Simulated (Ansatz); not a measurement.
F₂GeH₃Sb

Input

```
crystal:
  periodic: [false, false, false]
  atoms:
    - symbol: F
      position_ang: [-1.761156, -0.636841, -0.174862]
    - symbol: F
      position_ang: [-1.348321, -2.365939, 1.769956]
    - symbol: Ge
      position_ang: [-1.148841, -2.278209, 0.009835]
    - symbol: Sb
      position_ang: [1.448413, -0.954293, 1.160758]
    - symbol: H
      position_ang: [0.862113, 0.271634, 2.181727]
    - symbol: H
      position_ang: [2.865437, -0.112464, 0.707819]
    - symbol: H
      position_ang: [2.204222, -1.833926, 2.408897]
basis:
  gaussian: {orbitals: def2-TZVPD}
hamiltonian: {xc: {name: PBE0}}
output: {forces: true, orbitals: {seedname: orbitals}}
```

Launched as:

```sh
ansatz run input.yaml --threads 1 --pin off --max-ram 2610MiB --events-out events.jsonl --progress --plain --runs-dir runs
```

Geometry: PBE0-D3(BJ)/def2-SVP; core potentials replace the inner electrons of Sb.

Level of theory: Ansatz 0.2.0, isolated molecule in a Gaussian basis; Kohn-Sham density functional theory, functional PBE0.

Question: What will maps of the electron density and electron localisation function show?

Answer: Ge–F (1.76 Å): ρ at the midpoint is about 0.92 e/Å³; the ELF peaks at about 0.85 in the valence shell of F, 0.5 Å from its nucleus, and is about 0.25 at the midpoint.

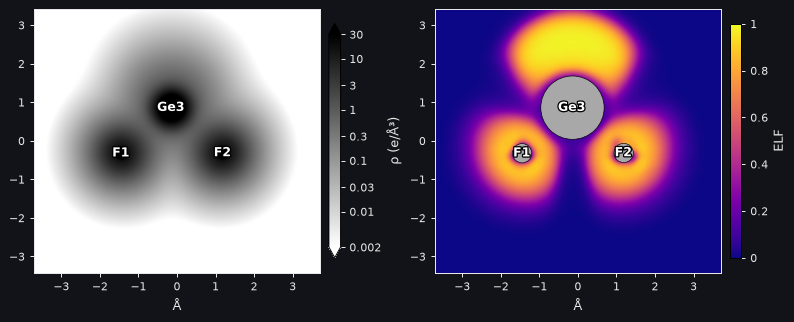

Computed electron density and electron localisation function on the plane of atoms F1, Ge3 and F2, in this order. Grey discs cover the atomic cores in the ELF map. 
